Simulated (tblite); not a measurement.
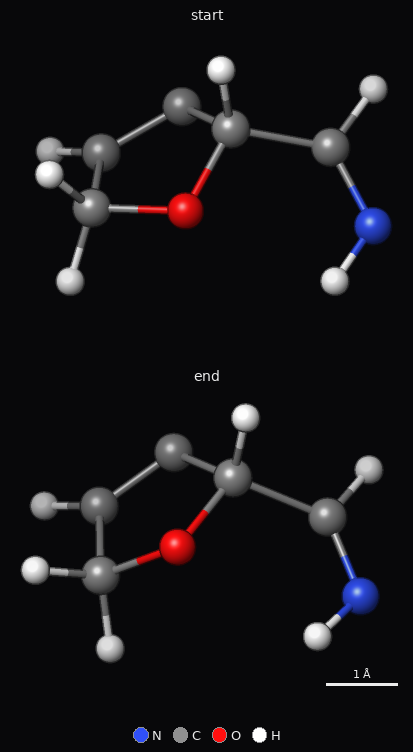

The structure of C₅H₆NO (multiplicity 2) before (top) and after (bottom) a relaxation, at one scale.

Style: ball-and-stick. Shown at a tilt.

All numbers below come from tblite 0.8.0, GFN2-xTB geometry optimisation, gas phase. 

Q: Describe what moved and what it gained.

A: Over 74 geometry steps the energy falls by 0.391 eV. An H atom moves most after the best rigid fit: 0.60 Å. Largest moves by element: H 0.60 Å, O 0.47 Å, C 0.30 Å, N 0.22 Å. Near-neighbour distances that change, for instance: C–C 1.474 → 1.518 Å, C–N 1.279 → 1.247 Å, C–O 1.402 → 1.430 Å, C–C 1.516 → 1.490 Å. Among the angles between lasting bonds that change: C–C–H 123.3° → 130.5°, C–C–C 105.6° → 112.7°, C–C–H 113.1° → 108.3°. Cost: 0.27 s on 1 thread of Arm Neoverse V2, on a shared host.
